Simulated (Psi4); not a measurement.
# AlNH2Cl (SMILES [NH2][Al][Cl]): UB3LYP/6-31G(d) (spherical functions)

Aim: the vertical electron affinity of AlNH2Cl at UB3LYP/6-31G* (spherical functions), from 2 runs. 

Program for the calculation: Psi4 1.11.

1 further run of the same task is left out (set aside as unsound or not needed).

## 1. The system as given

AlNH2Cl has 5 atoms, charge 0, and is taken as a doublet. SMILES: `[NH2][Al][Cl]`. Geometry: relaxed at PBE0-D4/def2-TZVP. This is one conformer, not always the lowest.

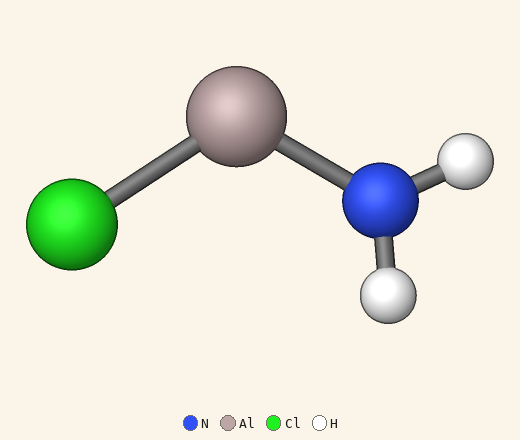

The structure, seen from a chosen angle (nitrogen blue, aluminium light grey, chlorine green, hydrogen white).

## 2. Energy and gradient at UB3LYP/6-31G(d) (spherical functions)

alclh2n.xyz

```xyz
5
AlClH2N
N     -0.549400     0.461700    -0.232000
Al     0.402600    -0.291600     1.049100
Cl     1.907000    -1.649700     0.440800
H     -1.293600     1.123300    -0.083500
H     -0.416600     0.282700    -1.215900
```

run.py

```python
import psi4

psi4.set_memory(2200000000)
psi4.set_num_threads(1)
psi4.core.set_output_file('output.dat', False)

with open('alclh2n.xyz') as f:
    atoms = ''.join(f.readlines()[2:])
molecule = psi4.geometry('0 2\n' + atoms + 'symmetry c1')

psi4.set_options({
    'basis': '6-31G*',
    'reference': 'uks',
    'puream': True,
    'e_convergence': 1e-09,
    'd_convergence': 1e-08,
    'scf_type': 'pk',
    'dft_radial_points': 99,
    'dft_spherical_points': 590,
    'maxiter': 100,
})

E, wfn = psi4.gradient('b3lyp', return_wfn=True)
psi4.oeprop(wfn, 'QUADRUPOLE', 'MULLIKEN_CHARGES', 'MAYER_INDICES')
print('gradient / Eh bohr^-1')
print(E.np.round(6))
print(f'energy = {wfn.energy():.10f} Eh')
```

Run with:

```sh
$ python run.py
```

output.dat:

```text
[...]
  Running in c1 symmetry.
[...]
  Nuclear repulsion =  119.524169334353630
[...]
  Multiplicity = 2
[...]
  Nalpha       = 20
  Nbeta        = 19
[...]
    Number of basis functions: 54
[...]
   @UKS iter   1:  -758.30949446829902   -1.24508e-01   1.56658e-02 DIIS/ADIIS
[...]
   @UKS iter  14:  -758.64111572377055   -2.27374e-13   5.07166e-09 DIIS
[...]
   @S^2 Observed:                7.515758311E-01
[...]
    Orbital Energies [Eh]
    ---------------------
    Alpha Occupied:
       1A   -101.500498     2A    -56.065305     3A    -14.311490
       4A     -9.434576     5A     -7.194379     6A     -7.189711
       7A     -7.189477     8A     -4.160288     9A     -2.714044
      10A     -2.713303    11A     -2.709937    12A     -0.839000
      13A     -0.799831    14A     -0.491337    15A     -0.448866
      16A     -0.378209    17A     -0.323780    18A     -0.320463
      19A     -0.267505    20A     -0.214225
    Alpha Virtual:
      21A     -0.031237    22A      0.025951    23A      0.032419
      24A      0.118037    25A      0.131510    26A      0.152629
[...]
  @UKS Final Energy:  -758.64111572377055
   => Energetics <=
    Nuclear Repulsion Energy =            119.5241693343536298
    One-Electron Energy =               -1286.6771631311407873
    Two-Electron Energy =                 452.5761891911134853
    DFT Exchange-Correlation Energy =     -44.0643111180969029
    Empirical Dispersion Energy =           0.0000000000000000
    VV10 Nonlocal Energy =                  0.0000000000000000
    Total Energy =                       -758.6411157237705538
[...]
  -Total Gradient:
     Atom            X                  Y                   Z
    ------   -----------------  -----------------  -----------------
       1        0.001356093331    -0.001067715549     0.001878749857
       2        0.000677437714    -0.001114790516    -0.008217116581
       3       -0.005284731856     0.004761421423     0.002030440860
       4        0.003909334423    -0.003489974082    -0.000930577135
       5       -0.000661643675     0.000913184725     0.005223478006
[...]
 Multipole Moments:
 ------------------------------------------------------------------------------------
     Multipole            Electronic (a.u.)      Nuclear  (a.u.)        Total (a.u.)
 ------------------------------------------------------------------------------------
 L = 1.  Multiply by 2.5417464519 to convert [e a0] to [Debye]
 Dipole X            :          2.9336041           -3.7462745           -0.8126703
 Dipole Y            :         -2.4121685            3.1189524            0.7067839
 Dipole Z            :          2.5183838           -2.6086102           -0.0902263
 Magnitude           :                                                    1.0807948
 L = 2.  Multiply by 1.3450342976 to convert [e a0^2] to [Debye ang]
 Quadrupole XX       :       -171.1022293          148.4679824          -22.6342469
 Quadrupole XY       :        128.1096230         -128.7530531           -0.6434301
[...]
  Mulliken Charges: (a.u.)
   Center  Symbol    Alpha    Beta     Spin     Total
       1     N     3.94414  3.91591  0.02823 -0.86006
       2    AL     6.70810  5.81821  0.88988  0.47369
       3    CL     8.67425  8.60854  0.06571 -0.28279
       4     H     0.33250  0.33348 -0.00098  0.33402
       5     H     0.34100  0.32385  0.01716  0.33515
   Total alpha = 20.00000, Total beta = 19.00000, Total charge = -0.00000
  Mayer Bond Indices:
  Total Bond Index:
[...]
```

On the terminal:

```text
gradient / Eh bohr^-1
[[ 0.001356 -0.001068  0.001879]
 [ 0.000677 -0.001115 -0.008217]
 [-0.005285  0.004761  0.00203 ]
 [ 0.003909 -0.00349  -0.000931]
 [-0.000662  0.000913  0.005223]]
energy = -758.6411157238 Eh
```

Wall time 16 s (1 thread of AMD EPYC 7B13 (Zen 3), shared host); peak memory 0.59 GiB.

## 3. The singlet anion: the energy at B3LYP/6-31G(d) (spherical functions)

job.py

```python
import psi4

psi4.set_memory(2200000000)
psi4.set_num_threads(1)
psi4.set_output_file('run.log', False)

mol = psi4.geometry("""
-1 1
N     -0.549400     0.461700    -0.232000
Al     0.402600    -0.291600     1.049100
Cl     1.907000    -1.649700     0.440800
H     -1.293600     1.123300    -0.083500
H     -0.416600     0.282700    -1.215900
units angstrom
symmetry c1
no_reorient
no_com
""")

psi4.set_options({
    'basis': '6-31G*',
    'puream': True,
    'e_convergence': 1e-09,
    'd_convergence': 1e-08,
    'scf_type': 'pk',
    'dft_radial_points': 99,
    'dft_spherical_points': 590,
})

energy_value, wavefunction = psi4.energy('b3lyp', return_wfn=True)
psi4.oeprop(wavefunction, 'LOWDIN_CHARGES', 'QUADRUPOLE', 'MULLIKEN_CHARGES')
print('E =', round(energy_value, 9))
```

Run with:

```sh
$ python job.py
```

run.log, shortened:

```text
[...]
  Running in c1 symmetry.
[...]
  Nuclear repulsion =  119.524169334353630
[...]
  Multiplicity = 1
[...]
  Nalpha       = 20
  Nbeta        = 20
[...]
    Number of basis functions: 54
[...]
   @RKS iter   1:  -758.26110878089617   -7.61219e-02   1.68236e-02 DIIS/ADIIS
[...]
   @RKS iter  12:  -758.67332762681917   -3.63798e-12   6.42632e-09 DIIS
[...]
  @RKS Final Energy:  -758.67332762681917
   => Energetics <=
    Nuclear Repulsion Energy =            119.5241693343536298
    One-Electron Energy =               -1295.1591585406827107
    Two-Electron Energy =                 461.2143072020829209
    DFT Exchange-Correlation Energy =     -44.2526456225730200
    Empirical Dispersion Energy =           0.0000000000000000
    VV10 Nonlocal Energy =                  0.0000000000000000
    Total Energy =                       -758.6733276268191730
[...]
 Multipole Moments:
 ------------------------------------------------------------------------------------
     Multipole            Electronic (a.u.)      Nuclear  (a.u.)        Total (a.u.)
 ------------------------------------------------------------------------------------
 L = 1.  Multiply by 2.5417464519 to convert [e a0] to [Debye]
 Dipole X            :        -62.1991044           60.6541615           -1.5449429
 Dipole Y            :         52.5890535          -51.3963932            1.1926603
 Dipole Z            :        -37.1134482           34.4090782           -2.7043700
 Magnitude           :                                                    3.3351018
 L = 2.  Multiply by 1.3450342976 to convert [e a0^2] to [Debye ang]
 Quadrupole XX       :       -275.0920092          242.4395910          -32.6524182
 Quadrupole XY       :        212.0776039         -208.3869167            3.6906871
[...]
  Mulliken Charges: (a.u.)
   Center  Symbol    Alpha    Beta     Spin     Total
       1     N     3.92790  3.92790  0.00000 -0.85579
       2    AL     6.62287  6.62287  0.00000 -0.24575
       3    CL     8.71197  8.71197  0.00000 -0.42394
       4     H     0.36066  0.36066  0.00000  0.27867
       5     H     0.37660  0.37660  0.00000  0.24680
   Total alpha = 20.00000, Total beta = 20.00000, Total charge = -1.00000
  Lowdin Charges: (a.u.)
   Center  Symbol    Alpha    Beta     Spin     Total
       1     N     3.81362  3.81362  0.00000 -0.62724
[...]
```

The script printed:

```text
E = -758.673327627
```

Wall time 8.4 s (1 thread of AMD EPYC 7B13 (Zen 3), shared host); peak memory 0.59 GiB.

## 4. Outcome

Level: UB3LYP/6-31G* (spherical functions).

| quantity | value |
| --- | --- |
| doublet AlNH2Cl: total energy | -758.64112 Eh |
| doublet AlNH2Cl: dipole moment | 2.75 D |
| doublet AlNH2Cl: HOMO energy (highest over α and β) | -5.83 eV |
| doublet AlNH2Cl: LUMO energy (lowest over α and β) | -2.94 eV |
| doublet AlNH2Cl: ⟨S²⟩ | 0.752 |
| doublet AlNH2Cl: largest force on an atom | 0.428 eV/Å |
| singlet anion: total energy | -758.67333 Eh |
| singlet anion: HOMO energy | 1.29 eV |
| singlet anion: LUMO energy | 4.91 eV |
| singlet anion: HOMO–LUMO gap (to an unbound level, set by the basis) | 3.62 eV |
| vertical electron affinity (to the singlet anion) | 0.877 eV |

At fixed nuclei the extra electron is bound by 0.88 eV (84.6 kJ/mol). The basis has no diffuse functions, so the error can be as large as this value. The largest force (doublet AlNH2Cl) is 0.43 eV/Å: the shape isn't a stationary point for this species at this level. Mulliken charges (doublet AlNH2Cl) run from -0.86 on N1 to +0.47 on Al2. Mulliken charges (singlet anion) run from -0.86 on N1 to +0.28 on H4. The HOMO (singlet anion) lies at positive energy, 1.29 eV; only total energies tell whether the electron is bound.
